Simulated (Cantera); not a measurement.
Feed: 1 mol Hg, 0.046 mol H2, equilibrated at 0.100 bar.

Method: chemical equilibrium by Gibbs-energy minimisation in Cantera with the NASA 1993 tables (ideal gas, pure condensed phases). Candidate condensed phases: Hg; 3 gas species. Kinetics and transport are ignored.

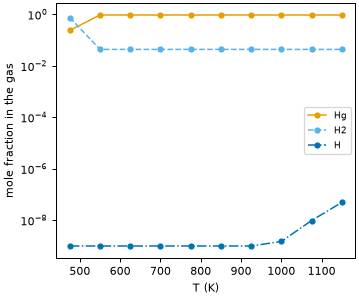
Figure: Equilibrium gas composition (values under 1e-9 drawn at 1e-9)

At 475 K the condensed part is Hg(l). From 550 K to 1150 K nothing is condensed. The main Hg-bearing gas is Hg throughout.
